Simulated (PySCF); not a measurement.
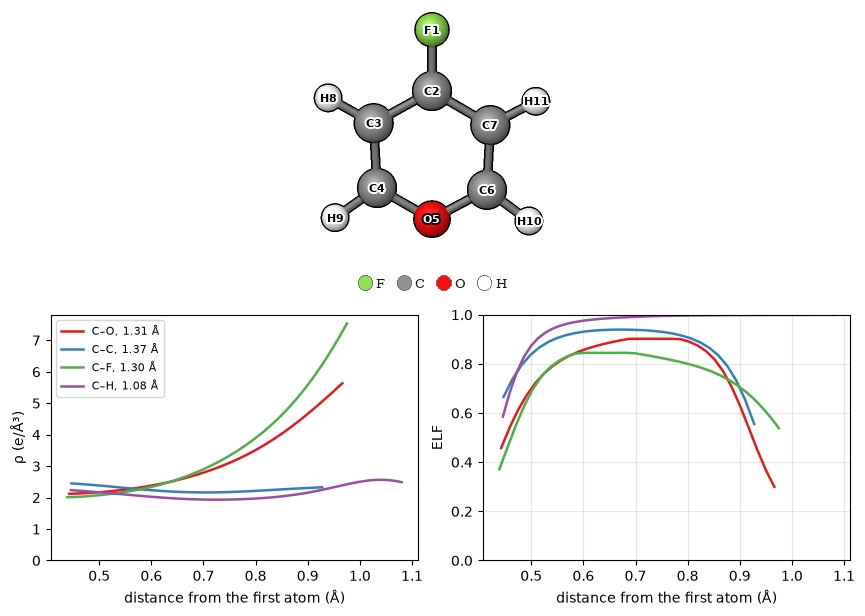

Figure. C5H4FO (SMILES Fc1cc[o+]cc1) (charge +1). Total electron density and ELF along straight lines between neighbouring atoms. The curves leave out the atomic cores. The structure is drawn too.

Geometry: GFN2-xTB.

Method: PBE0/pcSseg-1, SCF density, gas phase, non-relativistic (PySCF 2.14.0).

```xyz
11

F    -1.0975    2.2039    0.0073
C    -0.5177    1.0403    0.0020
C    -1.2898   -0.1303    0.0138
C    -0.6144   -1.3273    0.0065
O     0.6942   -1.3920   -0.0091
C     1.4306   -0.3083   -0.0189
C     0.8817    0.9518   -0.0152
H    -2.3688   -0.0850    0.0284
H    -1.1068   -2.2939    0.0133
H     2.4987   -0.4971   -0.0296
H     1.4954    1.8406   -0.0245
```

> Compare the contacts.

C–O (1.31 Å): the density is about 2.6 e/Å³ at the midpoint; the ELF peaks at about 0.90 between the atoms, as expected for a polar covalent bond.
C–C (1.37 Å): the density is about 2.2 e/Å³ at the midpoint; the ELF peaks at about 0.95 between the atoms, as expected for a covalent bond.
C–F (1.30 Å): the density is about 2.6 e/Å³ at the midpoint; the ELF peaks at about 0.85 between the atoms; a shared but strongly polarised pair.
C–H (1.08 Å): ρ is about 2.1 e/Å³ halfway; the ELF climbs to about 1 towards the hydrogen, as it does in any bond to H: an ordinary covalent bond to hydrogen.
